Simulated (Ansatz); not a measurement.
**Cl2H4N2Zr···H2: density, localisation and related maps**

Input

```
crystal:
  periodic: [false, false, false]
  atoms:
    - { symbol: Zr, position_ang: [-0.034858, 0.077734, 0.005176] }
    - { symbol: Cl, position_ang: [-0.147125, 0.169808, 2.488192] }
    - { symbol: Cl, position_ang: [2.123259, 0.252831, -0.987462] }
    - { symbol: "N", position_ang: [-1.044528, 1.664516, -0.727241] }
    - { symbol: H, position_ang: [-1.914833, 1.652192, -1.270491] }
    - { symbol: H, position_ang: [-0.742543, 2.641394, -0.612339] }
    - { symbol: "N", position_ang: [-1.102023, -1.485048, -0.693477] }
    - { symbol: H, position_ang: [-1.735121, -2.074036, -0.137663] }
    - { symbol: H, position_ang: [-0.991215, -1.910206, -1.623326] }
    - { symbol: H, position_ang: [1.548808, -2.252955, 1.172785] }
    - { symbol: H, position_ang: [1.225478, -1.85463, 1.682946] }
basis:
  gaussian: { orbitals: def2-SVP }
hamiltonian:
  xc: pbe
relax:
  f_tol: 0.03
  max_steps: 50
output:
  orbitals: {}
```

Launched as:

```sh
ansatz run input.yaml --threads 4 --pin off --max-ram 5120MiB --backend cpu --events-out ev --progress --plain --runs-dir out
```

The fields are those of the run's last geometry, not of the input's.

Core potentials replace the inner electrons of Zr.

All numbers below come from Ansatz 0.2.0, RKS PBE/def2-SVP.

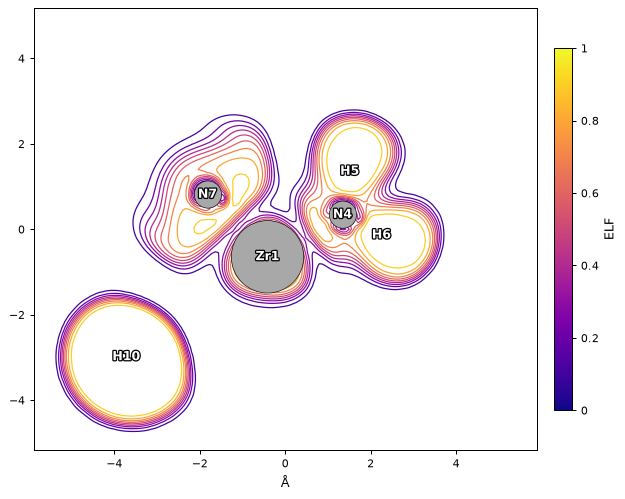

Figure 1. Electron localisation function on the plane of atoms Zr1, N4 and H6. Grey discs cover the atomic cores.

> What do the fields say about this system?

Atoms in the plane: Zr, N and H.
Zr–N (2.02 Å): the ELF peaks at about 0.90 in the valence shell of N, 0.6 Å from its nucleus, and drops to about 0.30 between the two atoms.
N–H (1.03 Å): the ELF climbs to about 1 towards the hydrogen, as it does in any bond to H; an ordinary covalent bond to hydrogen.

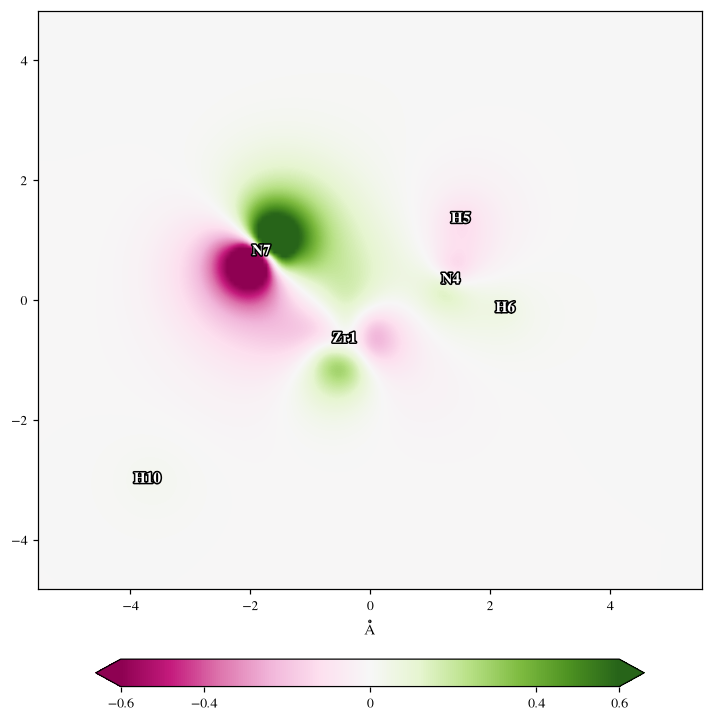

Figure 2. The HOMO−1 on the plane of atoms Zr1, N4 and H6 (values in Å⁻³ᐟ²; the overall sign is arbitrary).

> Describe this orbital and give its energy.

Its weight (Hirshfeld) is mainly on N7 (about 65 %) and Zr1 (about 15 %); largely a lone pair of N7. Its energy is −6.60 eV.
